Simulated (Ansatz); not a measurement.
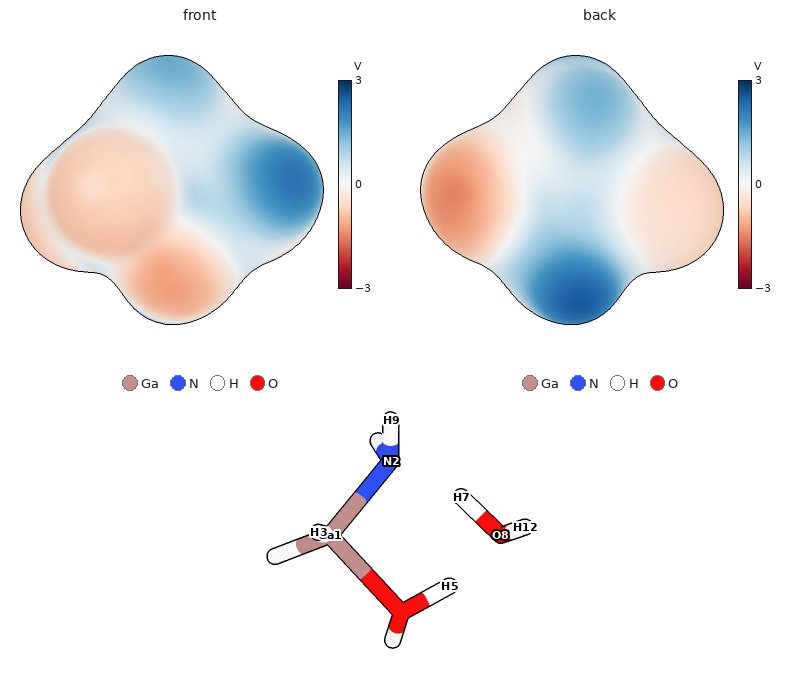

Figure 1: GaH$_{6}$NO···H$_{2}$O. The molecular electrostatic potential painted on the density surface at 0.002 e/bohr³, seen from the front and from behind; red is negative and blue positive. The bare structure is drawn below in the same view.

Level of theory: RKS PBE-D4/def2-SVP (Ansatz).

```xyz
12

Ga   -1.1400   -0.1600   -0.8556
N     0.1192   -1.3489    0.0684
H    -0.7492   -0.0206   -2.3782
H    -2.6021   -0.2063   -0.2476
H     0.4965    1.2943    0.4616
O    -0.4164    1.5838   -0.0344
H     1.1074   -0.3519    0.6907
O     1.5882    0.5592    1.0073
H     0.5804   -2.0053   -0.5752
H    -0.3268   -1.9263    0.7936
H    -1.0122    1.9258    0.6575
H     2.3552    0.6562    0.4119
```

> Describe the electrostatic potential map.

The most negative region (about −1.4 V) lies over O8, the most positive (about +2.4 V) over H11. O8 is the likeliest acceptor of a hydrogen bond.
